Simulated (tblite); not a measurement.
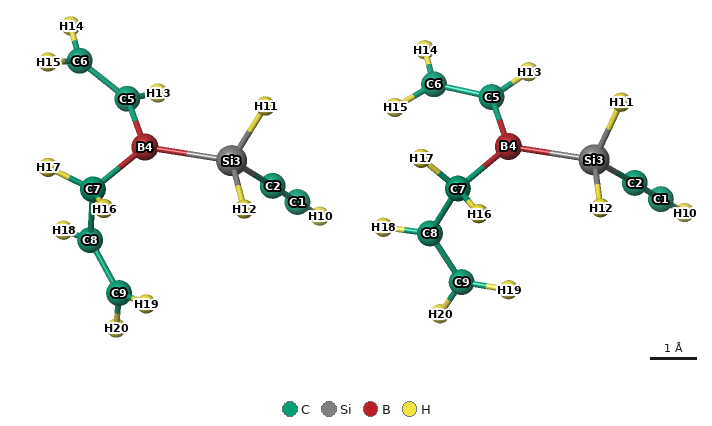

Two geometries of C7H11BSi, drawn at one scale. One is the start of a relaxation, the other its converged end. The picture is a ball-and-stick view, seen from a free direction.

All numbers below come from GFN2-xTB geometry optimisation, gas phase in tblite 0.8.0. 

> Which one is relaxed?

The left one is the relaxed one. The largest move after the best rigid fit is that of H15, 1.25 Å. By element the largest moves are H 1.25 Å, C 0.62 Å, B 0.19 Å, Si 0.15 Å. Some distances before and after: C2–Si3 1.805 → 1.859 Å, B4–C5 1.584 → 1.547 Å, Si3–B4 1.938 → 1.969 Å, C8–C9 1.344 → 1.322 Å. Bond angles that change, for instance: B4–C7–C8 111.3° → 101.5°, B4–Si3–H11 109.3° → 115.6°, B4–Si3–H12 110.2° → 116.3°. Groups turn about B4–C5 by about 40°, C7–C8 by about 25°. The energy falls by 6.02 kcal/mol in 186 geometry steps.
